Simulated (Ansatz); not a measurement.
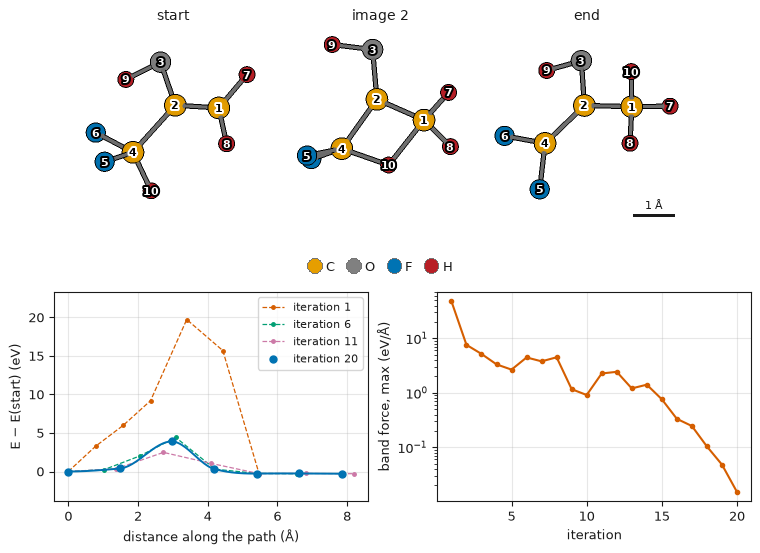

A nudged-elastic-band calculation for C$_{3}$H$_{4}$F$_{2}$O. Images are numbered from 0 (start) to 6 (end). The plot follows the band through its iterations. A ball-and-stick model, seen at a tilt.

The calculation used UKS r2SCANh-D4/STO-3G in Ansatz 0.2.0. Run with 5 movable images; climbing image; force threshold 0.03 eV/Å; iteration limit 49; starting path through a guess of the saddle point.

How did the profile develop, and is the result final?

The run is converged, with reservations. The band converged in 20 iterations. The largest component of the band force went from 48 to 0.015 eV/Å. The climbing image converged on the top of the path. Its vibrational analysis gives one imaginary mode (1832i cm⁻¹), as a transition state must have. The first iteration put the highest image at 19.73 eV. The highest point, image 2, lies 3.90 eV above the start and 4.18 eV above the end; the end is at −0.29 eV relative to the start.

Limits of the set-up: STO-3G is a minimal basis, so the numbers are rough.

The run took about 9 core-minutes on a shared host.
